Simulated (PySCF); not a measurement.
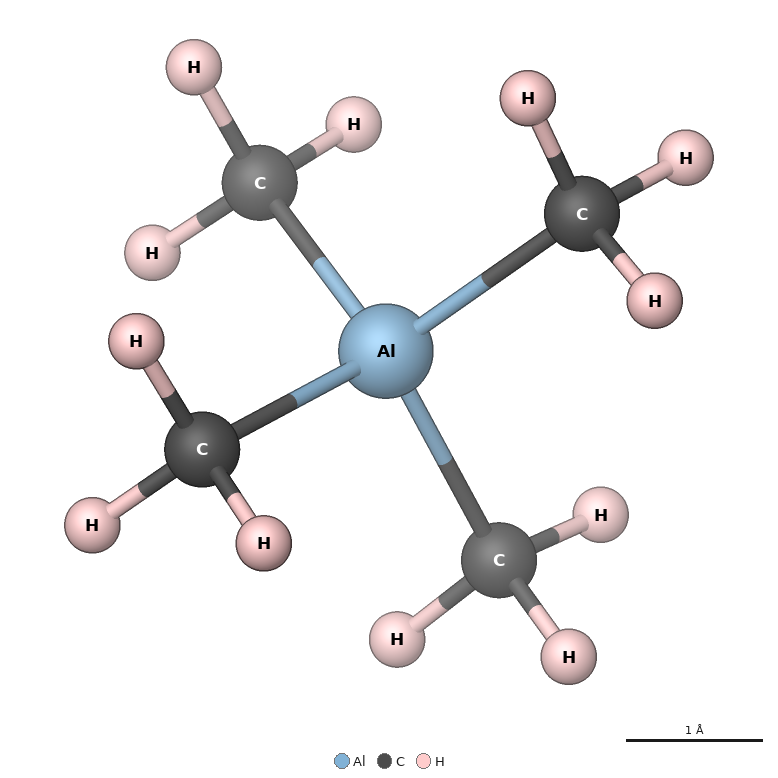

Depth is shown by fading: the farther an atom, the more it takes the colour of the background. The species has charge −1 and is a spin singlet. Computed geometry: PBE0-D3(BJ)/def2-SVP optimisation. No frequency run is at hand to confirm it as a minimum. Masses are those of the most abundant isotopes; constants are for the rigid equilibrium geometry.

> What kind of rotor is it, and what are its rotational constants in cm⁻¹?

A spherical top (Td): A = B = C = 0.0890 cm⁻¹.
